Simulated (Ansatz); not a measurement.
**Cl2H3InO: density, localisation and related maps**

```xyz
7

In    0.2682    0.8513   -0.2084
O     0.0772    0.0606    2.0239
H    -0.7934   -0.3654    1.8139
Cl    1.9834   -0.5278   -1.0758
Cl   -1.8892   -0.2514   -0.2956
H     0.3575    2.5650   -0.0564
H    -0.1371    0.7516    2.6822
```

Core potentials replace the inner electrons of In.

Computed with RKS PBE/def2-SVP (Ansatz 0.2.0).

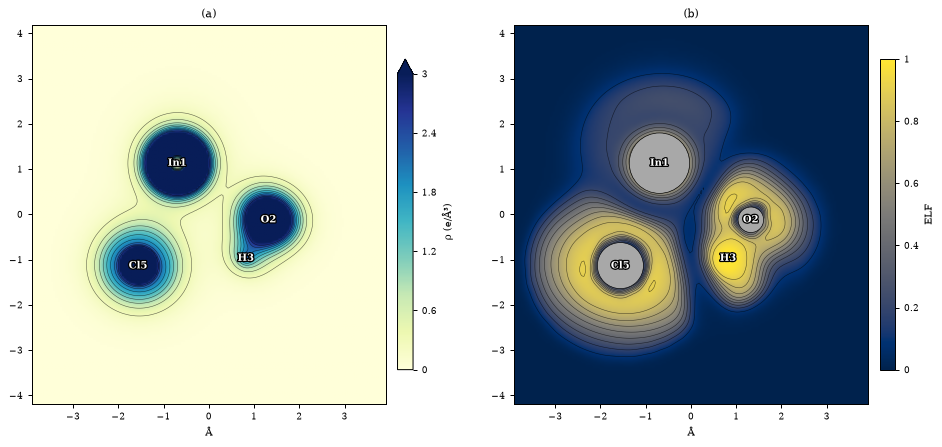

Figure 1. (a) electron density; (b) electron localisation function on the plane of atoms In1, O2 and H3. Grey discs cover the atomic cores in the ELF map.

Question: Describe what can be read from this map.

Answer: Atoms in the plane: In, O, H and Cl.
In–O (2.38 Å): the density is about 0.31 e/Å³ at the midpoint; the ELF is about 0.10 at the midpoint.
O–H (0.99 Å): the density is about 3.6 e/Å³ at the midpoint; the ELF climbs to about 1 towards the hydrogen, as it does in any bond to H (a covalent bond by its length).
In–Cl (2.42 Å): ρ is about 0.45 e/Å³ halfway; the ELF peaks at about 0.85 in the valence shell of Cl, 0.8 Å from its nucleus, and drops to about 0.15 between the two atoms.
The ELF also peaks beside Cl5, away from the bonds: lone-pair regions.

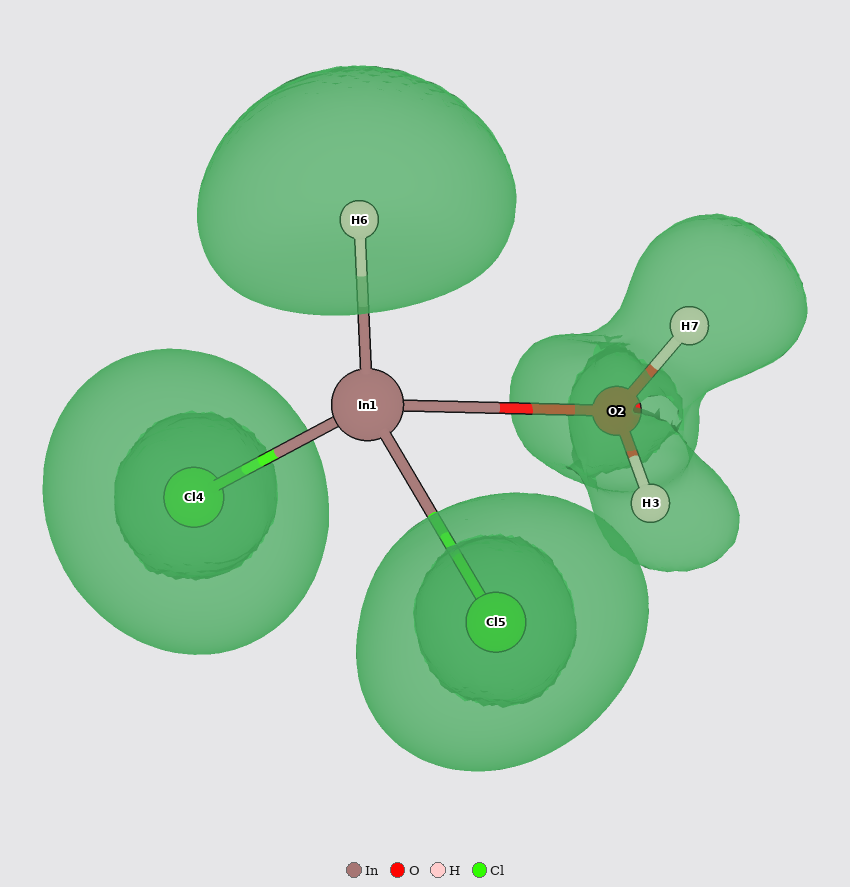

Figure 2. Isosurface of the electron localisation function at 0.75 (green), seen across its widest extent. Only the valence region is drawn (cores and ρ < 0.01 e/Å³ removed).

Question: Identify the bonds, lone pairs and shells in this picture.

Answer: The ELF exceeds this value in one region around a hydrogen nucleus, two regions wrapped around Cl (the valence shell of each) and one joined region spread over several atoms (H, O), in which their bonds and any lone pairs are merged.


In–Cl (2.37 Å): the ELF peaks at about 0.80 in the valence shell of Cl, 0.8 Å from its nucleus, and drops to about 0.15 between the two atoms.

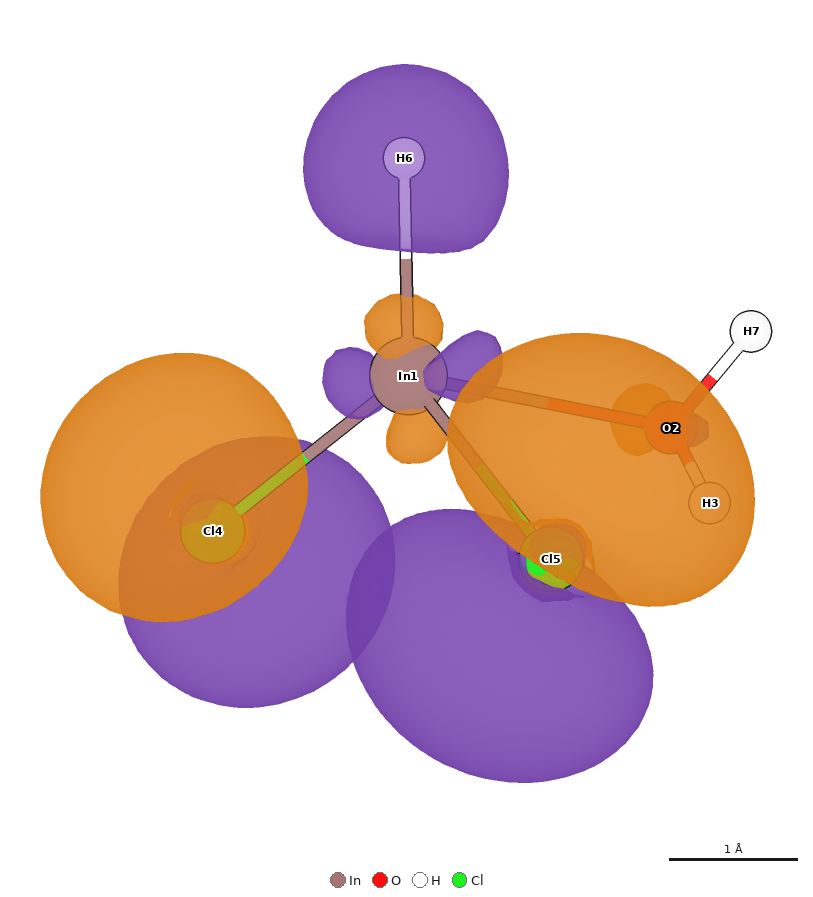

Figure 3. The HOMO−1 at ±0.08 Å⁻³ᐟ² (orange and purple are the two phases), seen at a tilt.

Question: What is the character of this orbital?

Answer: By Hirshfeld shares it lies mainly on Cl5 (about 60 %), Cl4 (about 30 %) and In1 (about 5 %). Its energy is −6.99 eV.
